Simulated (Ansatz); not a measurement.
# Convergence study of shifted k-point meshes for MgS (R3m, 2 atoms in the cell)

```xyz
2
Lattice="0.0000 2.8473 2.8473 2.8473 0.0000 2.8473 2.8473 2.8473 0.0000" Properties=species:S:1:pos:R:3 pbc="T T T"
Mg     0.0289     0.0289     0.0289
S      4.2709     4.2709     4.2709
```

Level of theory: LDA (PW92), default PAW files made with PBE (plane waves; Ansatz, a program for electronic structure).

Base settings: basis.ecutwfc = 30.9 Ry; kpoints.mp_grid.grid = 8 8 8; hamiltonian.xc = lda; hamiltonian.pseudopotentials = {kind: paw} (the program's default PAW files); scf.occupations.method = fixed.

In this ladder: kpoints.mp_grid.shift = 0.5 0.5 0.5.

Shifted meshes do not hold Γ, so a gap read on them misses any band edge there.

Only quantities that move along the ladder and can be compared are tabulated.

The count of work is k-points × plane waves × bands × iterations; it is no time. 

The starting cell comes from a database of computed structures (which also holds hypothetical and non-ambient phases and stackings), without a prior relaxation at this level. Its lattice was rescaled by up to half a per cent. One atom was moved a little off its site on purpose.

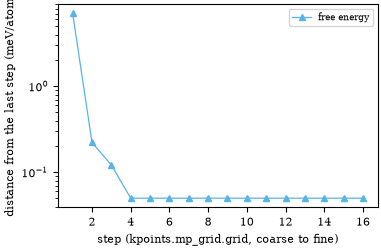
Figure: Distance from the last step along the ladder; very small values are drawn at a floor.

| kpoints.mp_grid.grid | free energy less the last step's (meV/atom) | largest difference of a force vector from the last step's (eV/Å) | gap on the mesh (eV) | count of work / last |
|---|---|---|---|---|
| 2 2 2 | 7.09 | 0.070 | 4.826 | 0.0020 |
| 3 3 3 | -0.22 | 0.019 | 4.252 | 0.0059 |
| 4 4 4 | -0.12 | 0.005 | 3.875 | 0.0099 |
| 5 5 5 | -0.04 | 0.001 | 3.651 | 0.019 |
| 6 6 6 | -0.01 | 0.000 | 3.513 | 0.028 |
| 7 7 7 | 0.00 | 0.000 | 3.394 | 0.043 |
| 8 8 8 | 0.00 | 0.000 | 3.312 | 0.059 |
| 9 9 9 | 0.00 | 0.000 | 3.255 | 0.084 |
| 10 10 10 | 0.00 | 0.000 | 3.213 | 0.11 |
| 11 11 11 | 0.00 | 0.000 | 3.182 | 0.14 |
| 12 12 12 | 0.00 | 0.000 | 3.157 | 0.18 |
| 13 13 13 | 0.00 | 0.000 | 3.139 | 0.23 |
| 14 14 14 | 0.00 | 0.000 | 3.123 | 0.28 |
| 16 16 16 | 0.00 | 0.000 | 3.101 | 0.40 |
| 18 18 18 | 0.00 | 0.000 | 3.086 | 0.56 |
| 20 20 20 | 0.00 | 0.000 | 3.074 | 0.76 |
| 22 22 22 | 0.00 | 0.000 | 3.066 | 1.0 |

Coarsest kpoints.mp_grid.grid that holds the free energy within 2 meV/atom of the last step, with all finer ones: 3 3 3, at 0.0059 of the last step's count of work; the step before is off by 7.1 meV/atom.

Coarsest kpoints.mp_grid.grid that holds the forces within 0.01 eV/Å of the last step, with all finer ones: 4 4 4, at 0.0099 of the last step's count of work; the step before is off by 0.019 eV/Å.

Keys are those of Ansatz 0.2.
